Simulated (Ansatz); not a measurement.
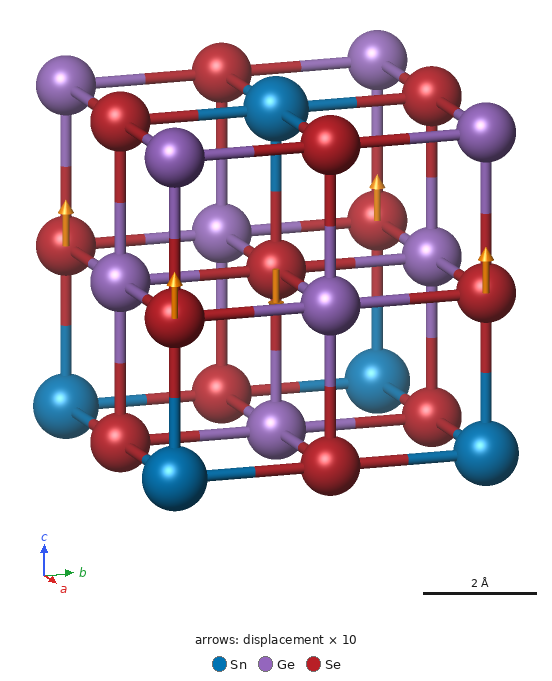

This is a relaxation of solid SnGe$_{3}$Se$_{4}$ (a generated structure, set up in I4/mmm). The starting structure is drawn; orange arrows show the displacements (the part carried along by the change of the cell is left out), 10 times their true length.

Style: ball-and-stick. Shown: the atoms within 5.8 Å of the atom that moves most (axes of the conventional cell (2 times the calculation's cell)), slightly off an axis. Lengths and directions refer to the drawn axes.

These are results of Ansatz, DFT PBE, scalar-relativistic, plane waves, PAW, not measurements.

Input file:
```yaml
crystal:
  lattice:
    - [-2.91889189, 2.91889189, 5.83778378]
    - [2.91889189, -2.91889189, 5.83778378]
    - [2.91889189, 2.91889189, -5.83778378]
  atoms:
    - { symbol: Sn, position: [0.5, 0.5, 0.0] }
    - { symbol: Ge, position: [0.0, 0.0, 0.0] }
    - { symbol: Ge, position: [0.75, 0.25, 0.5] }
    - { symbol: Ge, position: [0.25, 0.75, 0.5] }
    - { symbol: Se, position: [0.75, 0.75, 0.0] }
    - { symbol: Se, position: [0.25, 0.25, 0.0] }
    - { symbol: Se, position: [0.5, 0.0, 0.5] }
    - { symbol: Se, position: [0.0, 0.5, 0.5] }
basis:
  ecutwfc: 420
kpoints:
  mp_grid: { grid: [10, 10, 10] }
hamiltonian:
  xc: pbe
scf:
  occupations: { method: gaussian, width: 0.1 }
output:
  forces: true
  stress: true
  eigenvalues: true
  write_density: true
  write_potential: true
  elf: true
  volumetric_format: npy
relax:
  adjacent_minimum: "off"
  f_tol: 0.01
  max_steps: 80
  cell: { stress_tol: 0.05 }
```

Run as
```bash
ansatz run input.yaml --threads 1 --pin off --max-ram 2560MiB --backend cpu --events-out ev --progress --plain --runs-dir out
```

Atoms of which element are displaced furthest, and by how much?

Answer. Selenium: up to 0.085 Å, against 0.000 Å for germanium.

What did the optimiser do to the structure, and how much energy did it gain?

Answer. Over 3 accepted moves (4 points after the start) the energy falls by 72.3 meV per cell of the calculation. Largest force component: 0.42 eV/Å at the start, 0.0031 eV/Å at the end. The pressure goes from −1.65 to 0.00 GPa. The SCF was repeated once at an unchanged geometry on a basis and grid sized afresh for the cell, which shifted the energy by 0.8 meV per cell of the calculation at most. The largest moves relative to the cell, 0.085 Å, are those of Se5 and Se6. Se6 goes along −c. Ge and Sn stay in place. The volume changes by −3.2 %, with a = b 5.838 → 5.778 Å (−1.0 %), c 11.676 → 11.533 Å (−1.2 %). Near-neighbour distances that change, for instance: Ge2–Se5 2.919 → 2.799 Å, Sn1–Se5 2.919 → 2.968 Å, Ge3–Se7 2.919 → 2.883 Å, Ge2–Se7 2.919 → 2.889 Å. Bond angles that change, for instance: Se5–Ge4–Se5 180.0° → 176.6°, Ge3–Se5–Ge3 180.0° → 176.6°. The space group stays I4/mmm (No. 139). The run took 22 min on 1 thread of Intel(R) Xeon(R) Processor @ 2.50GHz (Skylake/Cascade Lake) (shared host), peak memory 1.2 GiB.
